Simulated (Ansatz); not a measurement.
## Single-point calculation of C3H4OS

- system: C3H4OS, SMILES C#CSCO
- method: RKS B3LYP-D4/def2-TZVPP (Ansatz 0.2.0)

The geometry comes from this level: PBE0-D4/def2-TZVP. Figures and captions count atoms from 1; the log counts them from 0 in places.

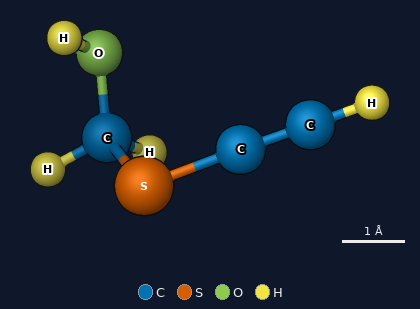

*The input geometry (ball-and-stick view, seen at a tilt).*

Bond lengths as drawn: C–C 1.20 Å, C–H 1.06 to 1.10 Å, C–O 1.38 Å, C–S 1.67 to 1.83 Å and H–O 0.96 Å.

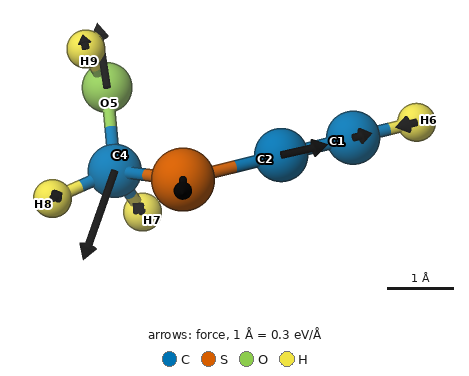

*Forces on the atoms as black arrows (ball-and-stick view, seen at a tilt; atoms are numbered from 1 in the order of the input).*

The largest act on C4 (0.45 eV/Å); O5 (0.32 eV/Å); S3 (0.31 eV/Å); C2 (0.23 eV/Å). The geometry is not a stationary point of this energy.

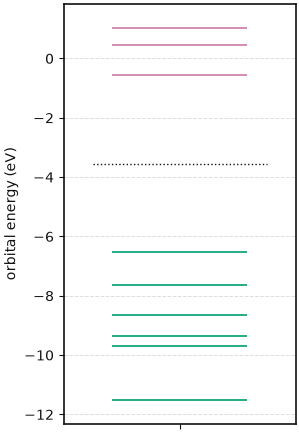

*Orbital energies near the frontier; the dotted line parts filled from empty levels, and levels within 0.02 eV of each other stand side by side.*

Highest filled −6.54 eV, lowest empty −0.55 eV, 5.99 eV apart.

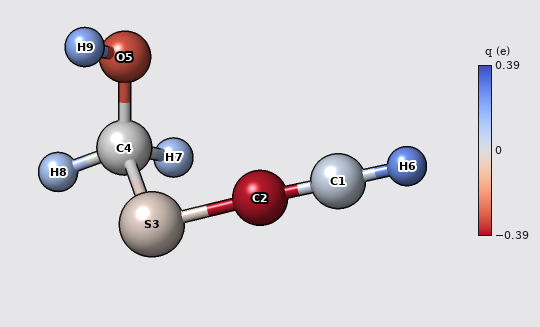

*Mulliken charges, as the colour of each atom (ball-and-stick view, seen at a tilt; atoms are numbered from 1 in the order of the input).*

By element: C −0.37 to +0.04, S −0.03, O −0.31 and H +0.11 to +0.25 e.

The input that produced these results follows, with the program's output.

**Input**
```yaml
crystal:
  periodic: [false, false, false]
  atoms:
    - {symbol: C, position_ang: [1.558664, 1.794840, -0.678963]}
    - {symbol: C, position_ang: [1.300840, 0.739107, -0.159204]}
    - {symbol: S, position_ang: [1.008102, -0.727172, 0.595240]}
    - {symbol: C, position_ang: [-0.699685, -1.069881, 0.041136]}
    - {symbol: O, position_ang: [-1.660408, -0.198007, 0.525563]}
    - {symbol: H, position_ang: [1.780490, 2.727752, -1.140379]}
    - {symbol: H, position_ang: [-0.726084, -1.014165, -1.045819]}
    - {symbol: H, position_ang: [-0.854028, -2.109229, 0.358436]}
    - {symbol: H, position_ang: [-1.619291, -0.189446, 1.486891]}
basis:
  gaussian: {orbitals: def2-TZVPP}
hamiltonian: {xc: {name: B3LYP}, dispersion: d4}
output: {forces: true, orbitals: {seedname: orbitals}}
```

Launched with:
```bash
ansatz run in.yaml --threads 2 --pin off --events-out ev --progress --plain --max-ram 4352MiB
```

**Output**
```
Functional definition: B3LYP
  name "B3LYP"
  cite "Stephens, Devlin, Chabalowski & Frisch, J. Phys. Chem. 98, 11623 (1994) doi:10.1021/j100096a001"
  cite "Becke, Phys. Rev. A 38, 3098 (1988) doi:10.1103/PhysRevA.38.3098"
  cite "Lee, Yang & Parr, Phys. Rev. B 37, 785 (1988) doi:10.1103/PhysRevB.37.785"
  cite "Vosko, Wilk & Nusair, Can. J. Phys. 58, 1200 (1980) doi:10.1139/p80-159"
  parameter a0 = 0.2
  parameter ax = 0.72
  parameter ac = 0.81
  exchange = (1 - a0 - ax)*slater_x + ax*b88_x + a0*exact_x
  correlation = (1 - ac)*vwn_rpa_c + ac*lyp_c
1223 factors; their error is unknown
mean field evaluation 1: about -16048.3133 eV, gradient 7.2e1 eV
mean field evaluation 2: about -16030.4407 eV, gradient 1.1e2 eV
mean field evaluation 4: about -16058.8954 eV, gradient 1.3e1 eV
mean field evaluation 8: about -16059.2720 eV, gradient 2.0e-1 eV
mean field evaluation 16: about -16059.2805 eV, gradient 5.9e-4 eV
mean field -16059.28050639 eV, -590.1676732385 hartree, gradient 1.7e-5 eV, S^2 0.000000; 0 other end points of the search recorded, 0 dependent functions left out
the calculation of the forces begins
reference -16059.28076414 eV, -590.1676827107 hartree; 23, 23 occupied and 199, 199 virtual orbitals, 1223 factors
Total energy: -16059.58117425 eV, -590.1787225786 hartree
Atom 0 at     1.558664     1.794840    -0.678963 Å, force     0.018995     0.085689    -0.044525 eV/Å
Atom 1 at     1.300840     0.739107    -0.159204 Å, force     0.067940     0.200630    -0.088933 eV/Å
Atom 2 at     1.008102    -0.727172     0.595240 Å, force     0.234510    -0.109415     0.162617 eV/Å
Atom 3 at    -0.699685    -1.069881     0.041136 Å, force     0.006827    -0.354012    -0.281865 eV/Å
Atom 4 at    -1.660408    -0.198007     0.525563 Å, force    -0.227714     0.188531     0.127430 eV/Å
Atom 5 at     1.780490     2.727752    -1.140379 Å, force    -0.022750    -0.095471     0.048145 eV/Å
Atom 6 at    -0.726084    -1.014165    -1.045819 Å, force    -0.015908    -0.014377     0.070075 eV/Å
Atom 7 at    -0.854028    -2.109229     0.358436 Å, force    -0.015256     0.060995    -0.030913 eV/Å
Atom 8 at    -1.619291    -0.189446     1.486891 Å, force    -0.046643     0.037431     0.037969 eV/Å
Dipole moment:    -0.119012    -0.161669     0.094062 e Å
```

**Key numbers**

```csv
quantity,value
outcome,converged
total energy,−16059.5812 eV
mean-field energy,−16059.2808 eV
dispersion energy,−0.3004 eV
SCF solution under orbital rotations,stable
HOMO,−6.54 eV
LUMO,−0.55 eV
largest force (length of the vector),0.453 eV/Å
dipole moment,1.06 D
hardware,"2 threads of Arm Neoverse V2, 23 GiB of memory available, shared host"
wall time,6 s (CPU time 11 s)
peak memory,0.53 GiB
```
